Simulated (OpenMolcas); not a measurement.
# Run report: CH$_{4}$FOSi, excited-state calculation (part 4 of 4)

Continued. System: CH$_{4}$FOSi, multiplicity 4, SMILES CO[SiH]F. Method: NEVPT2/ANO-RCC-VDZ, DKH2 (OpenMolcas 26.06). The geometry is that of the parent species in another charge or spin state. The geometry comes from this level: GFN2-xTB.

Geometry of the input (Å):
```
C  -0.2051  1.1063  -0.1482
O  -0.6882  -0.1726  -0.4930
Si -0.1025  -1.6256  -0.1280
F  1.5157  -1.5664  -0.2858
H  -0.6840  1.8291  -0.8078
H  0.8777  1.1605  -0.2699
H  -0.4615  1.3342  0.8885
H  -0.2521  -2.0655  1.2443
```

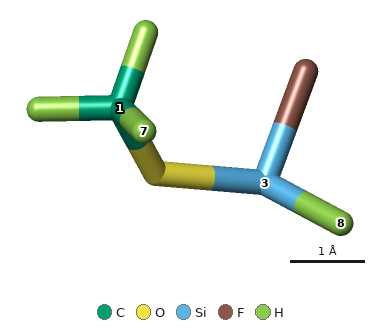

Figure 1. The structure (stick view, seen at a tilt; atoms are numbered from 1 in the order of the input).

## What the program printed, continued
```
      Contributions to the SC-NEVPT2 correlation energy
      Active & Virtual only:         -0.0151202071
      One Inactive Excited:          -0.0814098207
      Two Inactive Excited:          -0.2529775026

   (Skip denominator check etc. with SC-NEVPT2 wavefunction)

   (Skipping property calculation,
    use PROP keyword to activate)
--

++ NEVPT2 computation for group   5

********************************************************************************
 Multi-State initialization phase begins for group   5
--------------------------------------------------------------------------------
********************************************************************************
 Compute H0 matrices for state    5
--------------------------------------------------------------------------------
--------------------------------------------------------------------------------
 H0 matrices have been computed.

********************************************************************************
  NEVPT2 EQUATION SOLUTION
--------------------------------------------------------------------------------

  Total nr of NEVPT2 parameters:
   Before reduction:      145745
   After  reduction:      139515

 Variance of |WF0>:       1.1342129799
-----------------------------------------------------------------------------------------------------------------------------

  FINAL PC-NEVPT2 RESULT:

      Reference energy:        -503.6346242179
      E2 (Non-variational):      -0.3748653563
      E2 (Variational):          -0.3748653563
      Total energy:            -504.0094895742
      Residual norm:              0.0000000000
      Reference weight:           0.85174

      Contributions to the PC-NEVPT2 correlation energy
      Active & Virtual Only:         -0.0195005816
      One Inactive Excited:          -0.0995652988
      Two Inactive Excited:          -0.2557994759

  FINAL SC-NEVPT2 RESULT:

      Reference energy:        -503.6346242179
      E2 (Non-variational):      -0.3727686135
      E2 (Variational):          -0.3727686135
      Total energy:            -504.0073928314
      Residual norm:              0.0000000000
      Reference weight:           0.86808

      Contributions to the SC-NEVPT2 correlation energy
      Active & Virtual only:         -0.0188575065
      One Inactive Excited:          -0.0981897797
      Two Inactive Excited:          -0.2557213273

   (Skip denominator check etc. with SC-NEVPT2 wavefunction)

   (Skipping property calculation,
    use PROP keyword to activate)
--

  Total SC-NEVPT2 energies:
::    SC-NEVPT2 Root  1     Total energy:   -504.23568904
::    SC-NEVPT2 Root  2     Total energy:   -504.22060547
::    SC-NEVPT2 Root  3     Total energy:   -504.21314832
::    SC-NEVPT2 Root  4     Total energy:   -504.19608835
::    SC-NEVPT2 Root  5     Total energy:   -504.00739283

++ Multi-State NEVPT2 section:
********************************************************************************
  MULTI-STATE NEVPT2 SECTION
--------------------------------------------------------------------------------

  Output diagonal energies have been shifted. Add    504.00000000000000

  Effective Hamiltonian matrix (Symmetric):

                1               2               3               4               5
   1     -1008.23698233
   2         0.00141445  -1008.22193396
   3        -0.00026749     -0.00005303  -1008.21468403
   4         0.00014286     -0.00022686      0.00090659  -1008.19769876
   5        -0.00231264      0.00121180      0.00098188     -0.00031971  -1008.00948957

       Total QD-PC-NEVPT2 energies:
::    QD-PC-NEVPT2 Root  1     Total energy:   -504.23714329
::    QD-PC-NEVPT2 Root  2     Total energy:   -504.22180942
::    QD-PC-NEVPT2 Root  3     Total energy:   -504.21473344
::    QD-PC-NEVPT2 Root  4     Total energy:   -504.19764844
::    QD-PC-NEVPT2 Root  5     Total energy:   -504.00945406

       Eigenvectors:
            0.99549436      0.09341522     -0.01240052      0.00284498     -0.01013505
           -0.09344590      0.99552569     -0.00894481     -0.00920259      0.00563582
            0.01134864      0.01050113      0.99845211      0.05321078      0.00478820
           -0.00431827      0.00835622     -0.05324594      0.99853570     -0.00168968
            0.01055524     -0.00470037     -0.00494642      0.00151324      0.99991987

--

  Effective Hamiltonian matrix (Symmetric):

                1               2               3               4               5
   1     -1008.23568904
   2         0.00162693  -1008.22060547
   3        -0.00035111     -0.00007922  -1008.21314832
   4         0.00015891     -0.00018429      0.00120193  -1008.19608835
   5        -0.00232720      0.00060534      0.00091612     -0.00024088  -1008.00739283

       Total QD-SC-NEVPT2 energies:
::    QD-SC-NEVPT2 Root  1     Total energy:   -504.23589304
::    QD-SC-NEVPT2 Root  2     Total energy:   -504.22043536
::    QD-SC-NEVPT2 Root  3     Total energy:   -504.21323009
::    QD-SC-NEVPT2 Root  4     Total energy:   -504.19600245
::    QD-SC-NEVPT2 Root  5     Total energy:   -504.00736308

       Eigenvectors:
            0.99416961      0.10602067     -0.01654404      0.00301062     -0.01017984
           -0.10619236      0.99422874     -0.01299694     -0.00747364      0.00276033
            0.01481638      0.01513326      0.99731550      0.06995251      0.00446048
           -0.00484548      0.00606950     -0.06998115      0.99751729     -0.00125910
            0.01034212     -0.00172510     -0.00466947      0.00099530      0.99993363

--

  THE ORIGINAL CI ARRAYS ARE NOW MIXED AS LINEAR
  COMBINATIONS, GIVEN BY THE EIGENVECTORS.
  A NEW JOBIPH FILE NAMED 'JOBMIX' IS PREPARED.
********************************************************************************

++ Mixed CI coefficients:
  The CI coefficients for the MIXED state nr.   1
--------------------------------------------------------------------------------
 CI COEFFICIENTS LARGER THAN  5.00E-02
  Occupation of active orbitals, and spin coupling
  of open shells. (u,d: Spin up or down).
  SGUGA info is (Midvert:IsyUp:UpperWalk/LowerWalk)
        Conf  SGUGA info        Occupation    Coefficient         Weight
           1  ( 1:1:   1/   1)   2uuu0           0.391748       0.153467
           2  ( 1:1:   2/   1)   2uu0u           0.900509       0.810917
           3  ( 1:1:   1/   2)   u2uu0          -0.059647       0.003558
           4  ( 1:1:   2/   2)   u2u0u          -0.178294       0.031789

  The CI coefficients for the MIXED state nr.   2
--------------------------------------------------------------------------------
 CI COEFFICIENTS LARGER THAN  5.00E-02
  Occupation of active orbitals, and spin coupling
  of open shells. (u,d: Spin up or down).
  SGUGA info is (Midvert:IsyUp:UpperWalk/LowerWalk)
        Conf  SGUGA info        Occupation    Coefficient         Weight
           1  ( 1:1:   1/   1)   2uuu0           0.915728       0.838557
           2  ( 1:1:   2/   1)   2uu0u          -0.385597       0.148685
           3  ( 1:1:   1/   2)   u2uu0          -0.068944       0.004753
           4  ( 1:1:   2/   2)   u2u0u           0.087569       0.007668

  The CI coefficients for the MIXED state nr.   3
--------------------------------------------------------------------------------
 CI COEFFICIENTS LARGER THAN  5.00E-02
  Occupation of active orbitals, and spin coupling
  of open shells. (u,d: Spin up or down).
  SGUGA info is (Midvert:IsyUp:UpperWalk/LowerWalk)
        Conf  SGUGA info        Occupation    Coefficient         Weight
           2  ( 1:1:   2/   1)   2uu0u          -0.196056       0.038438
           3  ( 1:1:   1/   2)   u2uu0          -0.332508       0.110561
           4  ( 1:1:   2/   2)   u2u0u          -0.922041       0.850159

  The CI coefficients for the MIXED state nr.   4
--------------------------------------------------------------------------------
 CI COEFFICIENTS LARGER THAN  5.00E-02
  Occupation of active orbitals, and spin coupling
  of open shells. (u,d: Spin up or down).
  SGUGA info is (Midvert:IsyUp:UpperWalk/LowerWalk)
        Conf  SGUGA info        Occupation    Coefficient         Weight
           1  ( 1:1:   1/   1)   2uuu0          -0.085079       0.007239
           3  ( 1:1:   1/   2)   u2uu0          -0.938556       0.880887
           4  ( 1:1:   2/   2)   u2u0u           0.331502       0.109893

  The CI coefficients for the MIXED state nr.   5
--------------------------------------------------------------------------------
 CI COEFFICIENTS LARGER THAN  5.00E-02
  Occupation of active orbitals, and spin coupling
  of open shells. (u,d: Spin up or down).
  SGUGA info is (Midvert:IsyUp:UpperWalk/LowerWalk)
        Conf  SGUGA info        Occupation    Coefficient         Weight
           7  ( 2:1:   1/   1)   2u0uu           0.999339       0.998679

--

--- Stop Module: caspt2 /rc=_RC_ALL_IS_WELL_ ---

.##################.
.# Happy landing! #.
.##################.

    Timing: Wall=4.61 User=3.77 System=0.82
```

## Results in brief

- outcome: converged
- total energy: −504.235893 hartree
- basis functions: 48
- wall time: 4.8 s
- peak memory: 0.38 GiB
